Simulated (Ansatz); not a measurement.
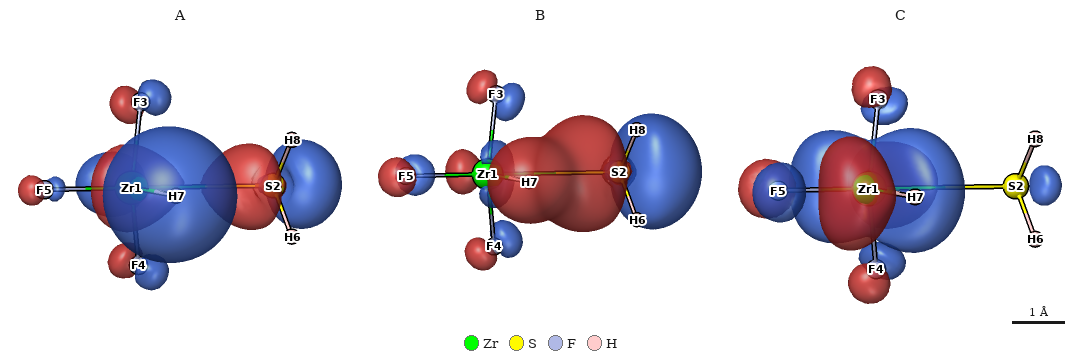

F₃H₃SZr. Three frontier orbitals at ±0.1 Å⁻³ᐟ² (red and blue are the two phases), in no order.

Core potentials replace the inner electrons of Zr.

Computed with RKS PBE-D4/def2-SVP (Ansatz).

| atom | x (Å) | y (Å) | z (Å) |
| --- | --- | --- | --- |
| Zr | -0.6269 | 0.0082 | -0.9066 |
| S | 0.6407 | -0.5950 | 1.7078 |
| F | 0.1282 | -1.7275 | -1.2212 |
| F | -2.1061 | 0.2259 | 0.2953 |
| F | -1.2905 | 0.5666 | -2.6070 |
| H | 0.6529 | 0.6894 | 2.1663 |
| H | 0.6724 | 1.3391 | -0.7050 |
| H | 1.9290 | -0.5067 | 1.2706 |

Order the three orbitals by energy and name them.

B is the HOMO−1 (−8.01 eV). It lies mainly on S2 (about 65 %), Zr1 (about 15 %) and H7 (about 10 %). A is the HOMO (−6.78 eV). By Hirshfeld shares it lies mainly on H7 (about 45 %), Zr1 (about 35 %) and S2 (about 15 %). C is the LUMO (−2.19 eV). Its weight (Hirshfeld) is mainly on Zr1 (about 75 %) and F5 (about 10 %).

What is the HOMO–LUMO gap?

4.59 eV between the orbital energies.
